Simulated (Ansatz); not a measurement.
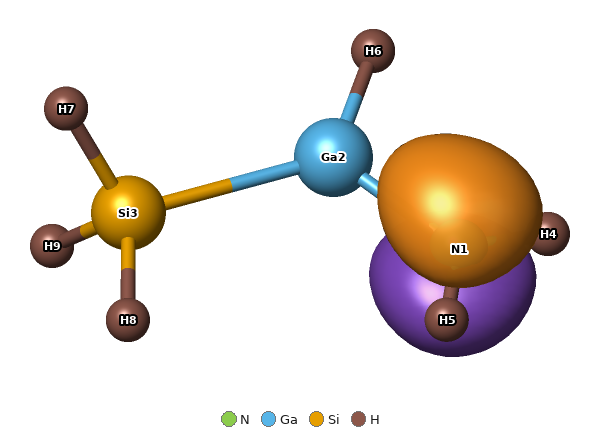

Figure 1: GaH₆NSi (SMILES [NH2][GaH][SiH3]). One frontier orbital at ±0.2 Å⁻³ᐟ² (orange and purple are the two phases), seen at an oblique angle.

Geometry: PBE0-D4/def2-TZVP.

These are results of RKS PBE0-D4/def2-TZVPP (Ansatz 0.2.0), not measurements.

```yaml
atoms:
  - { symbol: N, position_ang: [-0.5203, 0.5486, -1.8220] }
  - { symbol: Ga, position_ang: [0.6882, 0.4848, -0.4672] }
  - { symbol: Si, position_ang: [0.0209, -0.6602, 1.5368] }
  - { symbol: H, position_ang: [-0.3534, 0.9990, -2.7062] }
  - { symbol: H, position_ang: [-1.4373, 0.1374, -1.7784] }
  - { symbol: H, position_ang: [2.0563, 1.1931, -0.7540] }
  - { symbol: H, position_ang: [0.9351, -1.7998, 1.8305] }
  - { symbol: H, position_ang: [-1.3624, -1.2033, 1.4303] }
  - { symbol: H, position_ang: [0.0612, 0.2540, 2.7129] }
```

Q: Which orbital is it: HOMO or LUMO?

A: The HOMO, at −7.47 eV. It lies mainly on N1 (about 70 %) and Ga2 (about 15 %); largely a lone pair of N1.
